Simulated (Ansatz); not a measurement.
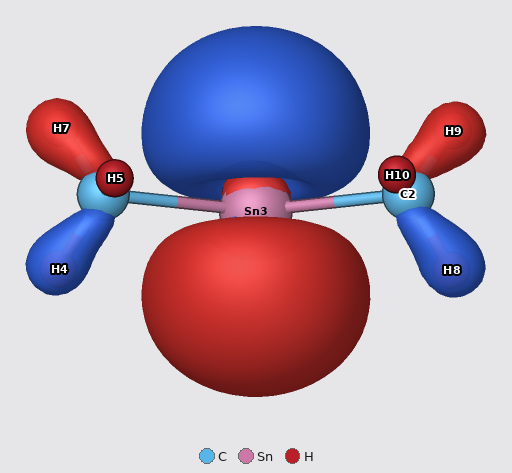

C2H7Sn (charge +1). One frontier orbital at ±0.1 Å⁻³ᐟ² (red and blue are the two phases), seen from one side.

Geometry: BLYP-D3(BJ)/def2-SVP; core potentials replace the inner electrons of Sn.

These are results of Ansatz 0.2.0, isolated molecule in a Gaussian basis; Kohn-Sham density functional theory, functional PBE0, not measurements.

```xyz
10

C    -1.0288   -2.0842   -0.7540
C     0.3576    0.0115    2.1442
Sn   -0.5694   -0.2006    0.2026
H    -0.5172   -2.0935   -1.7376
H    -0.6959   -2.9228   -0.1175
H    -0.9764    1.2523   -0.6530
H    -2.1251   -2.1138   -0.9189
H     1.3026    0.5740    2.0013
H    -0.3260    0.6125    2.7774
H     0.5456   -0.9834    2.5848
```

Q: Which orbital is it: HOMO or LUMO?

A: The LUMO, at −8.01 eV. By Hirshfeld shares it lies mainly on Sn3 (about 80 %).
